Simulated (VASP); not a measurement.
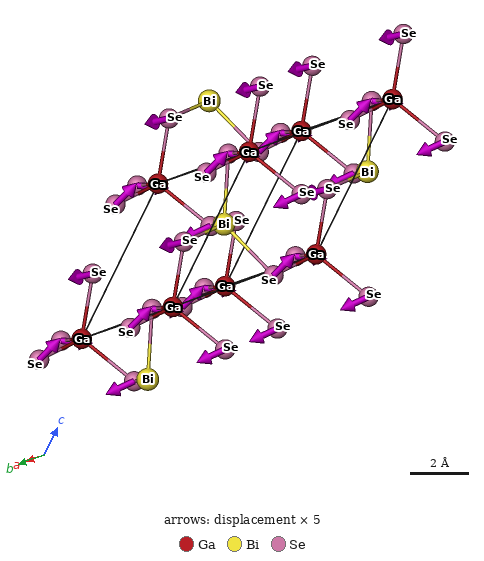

This is a relaxation of crystalline GaBiSe₄ (a generated structure, set up in I-4). The starting structure is drawn; purple arrows show the displacements (the part carried along by the change of the cell is left out), 5 times their true length.

Style: ball-and-stick. Shown: the cell of the calculation, from a free direction.

The run lets cell and atoms move.

The calculation used Kohn-Sham DFT of a periodic cell, PBE, VASP PAW PBE potentials, recommended in VASP.

The input:
```
PREC     = Normal         # precision mode
ENCUT    = 520            # plane-wave cutoff, eV
EDIFF    = 1E-4           # SCF threshold, eV
ISMEAR   = 0              # smearing method
SIGMA    = 0.15           # smearing width, eV
LREAL    = F              # projectors in reciprocal space
LASPH    = T              # aspherical terms in the spheres
NELM     = 60             # most SCF steps
ALGO     = Fast           # electronic algorithm
ISIF     = 3              # what is computed and relaxed
LWAVE    = F              # write WAVECAR
LCHARG   = F              # write CHGCAR
GGA      = PE             # functional
IBRION   = 2              # ionic algorithm
NSW      = 24             # ionic steps
EDIFFG   = -0.08          # ionic threshold
```

Command:
```bash
cat potpaw_PBE.64/Ga_d/POTCAR potpaw_PBE.64/Bi_d/POTCAR potpaw_PBE.64/Se/POTCAR > POTCAR
mpirun -np 1 vasp_std > vasp.out
```

Which element moves most?

Selenium: up to 0.23 Å, against 0.00 Å for bismuth.

What did the optimiser do to the structure, and how much energy did it gain?

The energy falls by 226 meV per atom in 20 geometry steps. Largest force component: 1.5 eV/Å at the start, 0.042 eV/Å at the end. The pressure goes from 12.86 to 0.02 GPa. The largest moves relative to the cell, 0.23 Å, are those of Se atoms. Bi and Ga stay in place. The volume changes by +27.2 %, with a = b = c 6.100 → 6.750 Å (+10.7 %), α 122.2° → 125.4°, β 122.2° → 125.4°, γ 86.3° → 80.9°. Some distances before and after: Bi–Se 2.476 → 2.662 Å, Ga–Se 2.341 → 2.430 Å. Among the angles between lasting bonds that change: Se–Bi–Se 131.2° → 117.2°, Se–Bi–Se 99.8° → 105.7°, Ga–Se–Bi 100.1° → 104.3°. The space group stays I-4 (No. 82). The volume changes by over a tenth within one run on a fixed set of plane waves, so the end point should be relaxed again from the new cell. It ran on 1 thread of Intel(R) Xeon(R) Platinum 8488C (Sapphire Rapids) (shared host).
